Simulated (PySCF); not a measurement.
C$_{2}$H$_{3}$ClO, SMILES `CC(=O)Cl`.

Method: LDA (SVWN)/def2-TZVP; geometry: GFN2-xTB; program: PySCF. No frequency check shows the geometry to be a minimum. GFN2-xTB bond lengths at metals and heavier atoms can be off by up to 0.1 Å and shapes distorted, which carries into these values.

Cartesian coordinates (Å):

```
C1       1.2996    0.9902   -0.0005
C2       0.4651   -0.2395    0.0002
O3       0.8101   -1.3707    0.0001
Cl4     -1.2683    0.1510   -0.0001
H5       1.0736    1.5850   -0.8804
H6       2.3523    0.7173    0.0054
H7       1.0650    1.5928    0.8769
```

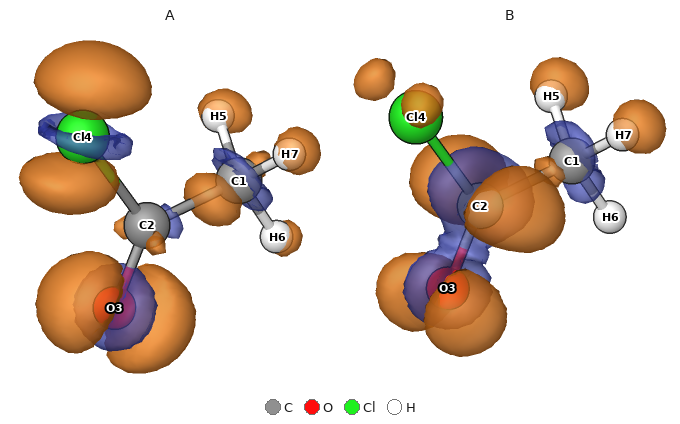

The two Fukui functions at ±0.04 e/Å³ (orange positive, blue negative).

**Which panel is f⁻ (electron removed) and which f⁺ (electron added)?**

A is f⁻, B is f⁺. f⁻ (Hirshfeld-condensed) is largest on Cl4 (0.39) and O3 (0.29); the vertical ionisation energy is 10.93 eV (the stability of the cation's solution wasn't checked). f⁺ (Hirshfeld-condensed) is largest on Cl4 (0.24), O3 (0.23) and C2 (0.22); the vertical electron affinity is −1.14 eV (the stability of the anion's solution wasn't checked; negative, but this basis has no diffuse functions, so it doesn't show that the anion is unbound).

**What chemical potential and hardness follow from the two energies?**

μ = −(I + A)/2 = −4.89 eV and η = I − A = 12.07 eV.
